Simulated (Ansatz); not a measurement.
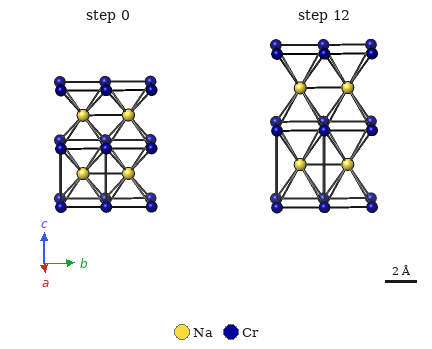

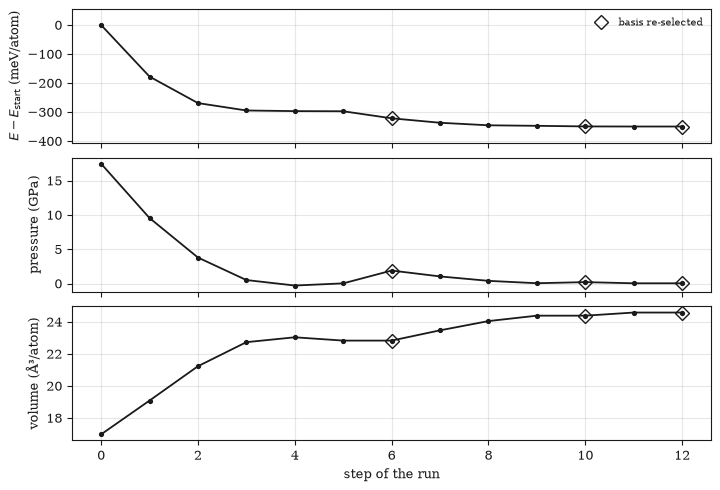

First and last geometry of a relaxation of solid NaCr (built on the CuAu (L1_0)_123 type) (coarse preliminary run), with the history of the run. The picture is a ball-and-stick view of the cell of the calculation, repeated 1 × 2 × 2 with one cell outlined, seen from a free direction.

Case: CuAu (L1_0) type (P4/mmm, No. 123).

Theory: DFT PBE, scalar-relativistic, plane waves, PAW in Ansatz.

Input
```yaml
crystal:
  lattice:
    - [2.9587591143, 0.0, 0.0]
    - [0.0, 2.9587591143, 0.0]
    - [0.0, 0.0, 3.8780878391]
  atoms:
    - { symbol: Na, position: [0.5, 0.5, 0.5] }
    - { symbol: Cr, position: [0.0, 0.0, 0.0], spin: 4.3 }
basis:
  ecutwfc: 420
kpoints:
  mp_grid: { grid: [6, 6, 4] }
hamiltonian:
  xc: pbe
scf:
  occupations: { method: gaussian, width: 0.1 }
  lower_state_search: "off"
output:
  forces: true
  stress: true
  eigenvalues: true
  populations: true
magnetization:
  spin_polarized: true
relax:
  adjacent_minimum: "off"
  f_tol: 0.04
  max_steps: 70
  cell: { stress_tol: 0.4 }
```

Run as
```bash
ansatz run input.yaml --threads 1 --pin off --max-ram 2560MiB --backend cpu --events-out ev --progress --plain --runs-dir out
```

Did the run converge, and what did it change?

It converged. The energy falls by 350 meV per atom in 9 accepted moves (12 points after the start). All forces vanish by symmetry, so only the cell relaxes. Pressure: 17.47 GPa at the start and 0.04 GPa at the end. At 3 points the geometry stayed and the basis and grid were re-selected for the new cell (energy shift of 24.3 meV per atom at most each time). The atoms keep their places relative to the cell (all moves are under 0.005 Å). The drawn cell changes as follows: a = b 2.959 → 3.103 Å (+4.9 %), c 3.878 → 5.106 Å (+31.7 %); the volume changes by +44.8 %. Some distances before and after: Na1–Cr2 2.853 → 3.366 Å, Cr2–Cr2 2.959 → 3.103 Å, Na1–Na1 2.959 → 3.103 Å. The space group stays P4/mmm (No. 123). The run took 19 s on 1 thread of Intel(R) Xeon(R) 6975P-C (Granite Rapids), with other jobs on the host, peak memory 0.37 GiB.

Limits of the set-up: the k-point mesh is coarse for a cell with partly filled bands.
